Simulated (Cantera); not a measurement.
Feed: 1 mol K₂SO₄, a varied amount of C, 0.12 mol H₂, at 2025 K and 0.100 bar.

Method: chemical equilibrium by Gibbs-energy minimisation in Cantera with the NASA 1993 tables (ideal gas, pure condensed phases). Candidate condensed phases: C, C₆H₆, C₇H₈, C₈H₁₈, H₂O, H₂SO₄, K, KOH, KO₂, K₂CO₃, K₂O, K₂O₂, K₂S, K₂SO₄, S; 130 gas species. Equilibrium is a limit: real reactors are often held back by kinetics, nucleation or transport.

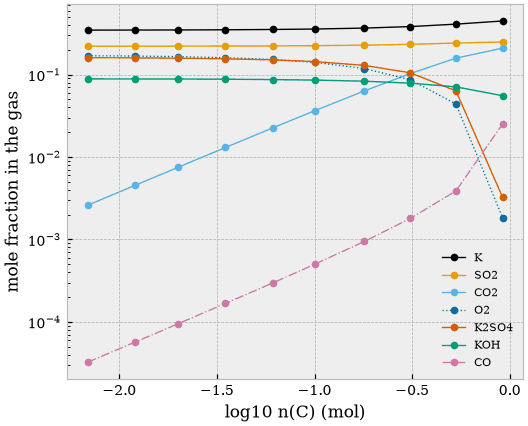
Figure: Equilibrium gas composition (values under 1e-9 drawn at 1e-9)

**Question.** Read off the mole fractions at 0.92 mol C.

**Answer.** K about 0.45, SO₂ about 0.25, CO₂ about 0.21, KOH about 0.056, CO about 0.025, K₂SO₄ about 0.0032, O₂ about 0.0018.
